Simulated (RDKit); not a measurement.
# SiN$_{2}$H$_{4}$BrCl: property calculation

The run: property calculation of SiN$_{2}$H$_{4}$BrCl, SMILES N[Si](N)(Cl)Br. Method and program: EHT (RDKit 2026.09.1).

The geometry comes from this level: PBE0-D4/def2-TZVP.

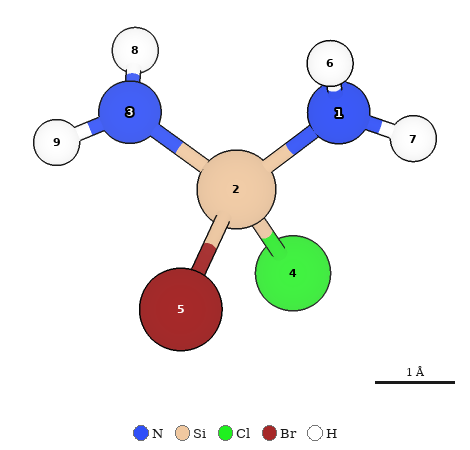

**Figure 1.** The structure (ball-and-stick view, seen at a tilt; atoms are numbered from 1 in the order of the input).

### Key numbers

```tsv
quantity	value
outcome	converged
total energy	−20.778141 hartree
HOMO	−12.81 eV
LUMO	2.75 eV
hardware	1 thread of Intel Xeon (Sapphire Rapids), 16 GiB of memory available, shared host
peak memory	0.072 GiB
```

### Input file (job.py)
```python
# eht eht with RDKit
import json
import numpy as np
from rdkit import Chem
from rdkit.Chem import AllChem
from rdkit.Chem import rdDetermineBonds
from rdkit.Chem import rdEHTTools

m = Chem.MolFromXYZFile("mol.xyz")
symbols = [a.GetSymbol() for a in m.GetAtoms()]
start = m.GetConformer().GetPositions().copy()

ok, res = rdEHTTools.RunMol(m, keepOverlapAndHamiltonianMatrices=True)
if not ok:
    raise RuntimeError("the extended Hueckel run failed")
eps = np.array(res.GetOrbitalEnergies())
nel = res.numElectrons
homo = (nel + 1) // 2 - 1
print(f"{res.numOrbitals} orbitals, {nel} valence electrons, sum of one-electron energies {res.totalEnergy:.4f} eV")
for i in range(max(0, homo - 8), min(len(eps), homo + 4)):
    print(f"{i + 1:4d} {eps[i]:10.4f} eV", "(HOMO)" if i == homo else "(LUMO)" if i == homo + 1 else "")
q = np.array(res.GetAtomicCharges())
print("Mulliken charges:", " ".join(f"{a}{i + 1}={c:+.3f}" for i, (a, c) in enumerate(zip(symbols, q))))
op = res.GetReducedOverlapPopulationMatrix()
pairs = [(k, i, op[i * (i + 1) // 2 + k]) for i in range(len(symbols)) for k in range(i) if abs(op[i * (i + 1) // 2 + k]) > 0.1]
print("reduced overlap populations above 0.1")
for k, i, p in pairs:
    print(f"  {symbols[k]}{k + 1}-{symbols[i]}{i + 1} {p:7.3f}")
json.dump(dict(symbols=symbols, start=start.tolist(), energy=res.totalEnergy * 23.060548, homo=eps[homo], lumo=eps[homo + 1] if homo + 1 < len(eps) else None, orbital_energies=eps.round(4).tolist(), charges_mulliken=q.tolist(), bond_orders=[[k + 1, i + 1, round(p, 4)] for k, i, p in pairs], nel=nel), open("results.json", "w"))
```

### File mol.xyz
```
9

N     -0.571500     1.271000    -0.470500
Si     0.239600    -0.204900    -0.327300
N     -0.030700    -0.831700     1.217800
Cl    -0.437500    -1.326700    -1.911500
Br     2.457300    -0.148100    -0.526500
H     -0.402700     2.000400     0.203600
H     -0.804300     1.635100    -1.379700
H     -0.972800    -0.947900     1.555600
H      0.611000    -1.493400     1.621400
```

Launched with:
```bash
python job.py
```

### What the program printed
```
24 orbitals, 32 valence electrons, sum of one-electron energies -565.4020 eV
   8   -15.1370 eV
   9   -14.9547 eV
  10   -14.5335 eV
  11   -13.8335 eV
  12   -13.7142 eV
  13   -13.2744 eV
  14   -13.1065 eV
  15   -13.0072 eV
  16   -12.8099 eV (HOMO)
  17     2.7521 eV (LUMO)
  18     2.8385 eV
  19     5.0829 eV
Mulliken charges: N1=-0.975 Si2=+1.776 N3=-0.977 Cl4=-0.397 Br5=-0.391 H6=+0.241 H7=+0.240 H8=+0.242 H9=+0.241
reduced overlap populations above 0.1
  N1-Si2   0.606
  Si2-N3   0.602
  Si2-Cl4   0.726
  Si2-Br5   0.677
  N1-H6   0.723
  N1-H7   0.727
  N3-H8   0.723
  N3-H9   0.726
```

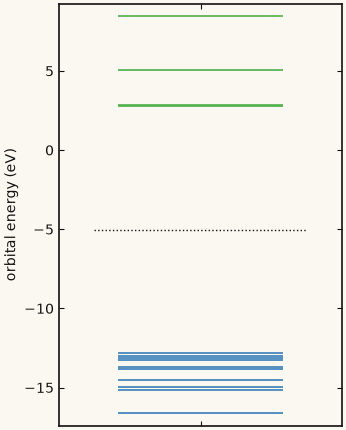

**Figure 2.** Orbital energies near the frontier; the dotted line parts filled from empty levels, and levels within 0.02 eV of each other stand side by side. Highest filled −12.81 eV, lowest empty 2.75 eV, 15.56 eV apart.
